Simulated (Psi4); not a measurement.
# CH2BNO (BH2(NCO)) at CAM-B3LYP/cc-pVTZ (sweep point 7)

What is the vertical ionisation energy of CH2BNO (BH2(NCO)) at CAM-B3LYP/cc-pVTZ (sweep point 7)? 

The results are computed with Psi4 1.11.

4 further runs of the same task are left out: 4 set aside as unsound or not needed.

## (1) The molecule

The species is CH2BNO (6 atoms), meant as a singlet with charge 0. As SMILES, `[H]B([H])N=C=O`. The coordinates come from a GFN2-xTB relaxation.

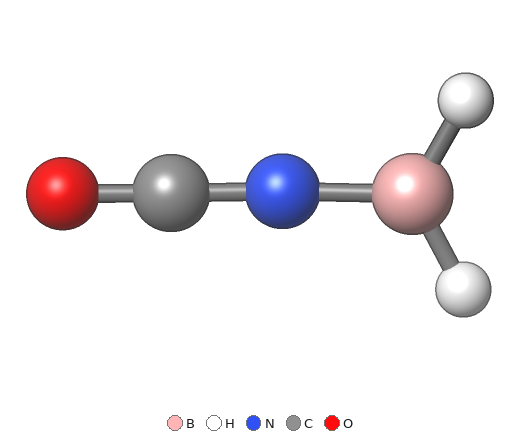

The structure, seen from a chosen angle (boron pink, hydrogen white, nitrogen blue, carbon grey, oxygen red).

## (2) A single-point energy at CAM-B3LYP/cc-pVTZ (sweep point 7)

input.in

```
memory 1600 MB

molecule molecule1 {
  0 1
  B      0.548890     0.947870     0.000480
  H      1.716300     0.899820     0.062110
  H     -0.051350     1.951300    -0.035600
  N     -0.160020    -0.241430    -0.031680
  C     -0.739440    -1.277440    -0.009790
  O     -1.314390    -2.280120     0.014470
  symmetry c1
}

set basis cc-pVTZ
set puream true
set scf_type pk
set dft_radial_points 150
set dft_spherical_points 974

result, w = energy('cam-b3lyp', return_wfn=True)
```

The run is started by

```
$ psi4 -n 1 input.in input.out
```

input.out:

```text
[...]
  Running in c1 symmetry.
[...]
  Nuclear repulsion =   90.568182142461907
[...]
  Multiplicity = 1
[...]
  Nalpha       = 14
  Nbeta        = 14
[...]
    Number of basis functions: 148
[...]
   @RKS iter   1:  -193.95553660008238   -6.13012e-01   4.85410e-03 ADIIS/DIIS
[...]
   @RKS iter   8:  -194.13967389749530   -1.93769e-07   5.94741e-07 DIIS
[...]
    Orbital Energies [Eh]
    ---------------------
    Doubly Occupied:
       1A    -19.263856     2A    -14.424597     3A    -10.407741
       4A     -6.858892     5A     -1.213082     6A     -1.046436
       7A     -0.735242     8A     -0.596132     9A     -0.566298
      10A     -0.563076    11A     -0.516785    12A     -0.467668
      13A     -0.408022    14A     -0.354511
[...]
  @RKS Final Energy:  -194.13967389749530
   => Energetics <=
    Nuclear Repulsion Energy =             90.5681821424619073
    One-Electron Energy =                -441.7063238205348625
    Two-Electron Energy =                 175.7847944288490964
    DFT Exchange-Correlation Energy =     -18.7863266482714479
    Empirical Dispersion Energy =           0.0000000000000000
    VV10 Nonlocal Energy =                  0.0000000000000000
    Total Energy =                       -194.1396738974952996
[...]
 Multipole Moments:
 ------------------------------------------------------------------------------------
     Multipole            Electronic (a.u.)      Nuclear  (a.u.)        Total (a.u.)
 ------------------------------------------------------------------------------------
 L = 1.  Multiply by 2.5417464519 to convert [e a0] to [Debye]
 Dipole X            :         -1.2271494            1.4412050            0.2140557
 Dipole Y            :         -2.1052419            2.4611697            0.3559278
 Dipole Z            :         -0.0319147            0.0295501           -0.0023646
 Magnitude           :                                                    0.4153433
[...]
```

Wall time 78 s (1 thread of Intel Xeon Platinum 8375C at 2.90GHz (Ice Lake), shared host); peak memory 1.3 GiB.

## (3) The doublet cation, same level

input.inp

```
memory 1.6 GB

molecule {
  1 2
  B      0.548890     0.947870     0.000480
  H      1.716300     0.899820     0.062110
  H     -0.051350     1.951300    -0.035600
  N     -0.160020    -0.241430    -0.031680
  C     -0.739440    -1.277440    -0.009790
  O     -1.314390    -2.280120     0.014470
  symmetry c1
}

set {
  basis                cc-pVTZ
  reference            uks
  puream               true
  scf_type             pk
  dft_radial_points    150
  dft_spherical_points 974
  maxiter              150
}

e, wfn = energy('cam-b3lyp', return_wfn=True)
print_variables()
```

The run is started by

```
$ psi4 input.inp input.out -n 1
```

input.out:

```text
[...]
  Running in c1 symmetry.
[...]
  Nuclear repulsion =   90.568182142461907
[...]
  Multiplicity = 2
[...]
  Nalpha       = 14
  Nbeta        = 13
[...]
    Number of basis functions: 148
[...]
   @UKS iter   1:  -193.63900332924982   -2.96478e-01   3.63408e-03 ADIIS/DIIS
[...]
   @UKS iter  10:  -193.74160400460224   -9.11181e-07   8.82848e-07 DIIS
[...]
   @S^2 Observed:                7.667997314E-01
[...]
    Orbital Energies [Eh]
    ---------------------
    Alpha Occupied:
       1A    -19.575538     2A    -14.753172     3A    -10.694284
       4A     -7.130239     5A     -1.502927     6A     -1.360970
       7A     -1.026770     8A     -0.872094     9A     -0.863636
      10A     -0.842097    11A     -0.785611    12A     -0.756874
      13A     -0.696176    14A     -0.656103
    Alpha Virtual:
      15A     -0.273242    16A     -0.182370    17A     -0.130948
      18A     -0.125816    19A     -0.048638    20A     -0.029540
      21A     -0.017864    22A     -0.000849    23A      0.026402
      24A      0.031585    25A      0.075058    26A      0.118142
[...]
  @UKS Final Energy:  -193.74160400460224
   => Energetics <=
    Nuclear Repulsion Energy =             90.5681821424619073
    One-Electron Energy =                -433.7696741904502460
    Two-Electron Energy =                 168.0091918542439089
    DFT Exchange-Correlation Energy =     -18.5493038108578148
    Empirical Dispersion Energy =           0.0000000000000000
    VV10 Nonlocal Energy =                  0.0000000000000000
    Total Energy =                       -193.7416040046022374
[...]
 Multipole Moments:
 ------------------------------------------------------------------------------------
     Multipole            Electronic (a.u.)      Nuclear  (a.u.)        Total (a.u.)
 ------------------------------------------------------------------------------------
 L = 1.  Multiply by 2.5417464519 to convert [e a0] to [Debye]
 Dipole X            :         -0.6744495            1.4412050            0.7667555
 Dipole Y            :         -1.1513758            2.4611697            1.3097940
 Dipole Z            :         -0.0249697            0.0295501            0.0045804
 Magnitude           :                                                    1.5177270
[...]
```

It took 2.4 min on 1 thread of Intel Xeon Platinum 8375C at 2.90GHz (Ice Lake), shared host; peak memory 1.3 GiB.

## (4) Summary of results

At CAM-B3LYP/cc-pVTZ (sweep point 7):

| quantity | value |
| --- | --- |
| singlet CH2BNO: total energy | -194.13967 Eh |
| singlet CH2BNO: dipole moment | 1.06 D |
| singlet CH2BNO: HOMO energy | -9.65 eV |
| singlet CH2BNO: LUMO energy | -0.77 eV |
| singlet CH2BNO: HOMO–LUMO gap | 8.88 eV |
| doublet cation: total energy | -193.74160 Eh |
| doublet cation: HOMO energy (highest over α and β) | -17.85 eV |
| doublet cation: LUMO energy (lowest over α and β) | -12.03 eV |
| doublet cation: ⟨S²⟩ | 0.767 |
| vertical ionisation energy (to the doublet cation) | 10.832 eV |

In words: Removing an electron at fixed nuclei costs 10.83 eV (250 kcal/mol). The negative HOMO energy of the first species, 9.65 eV, lies 1.19 eV below that difference.
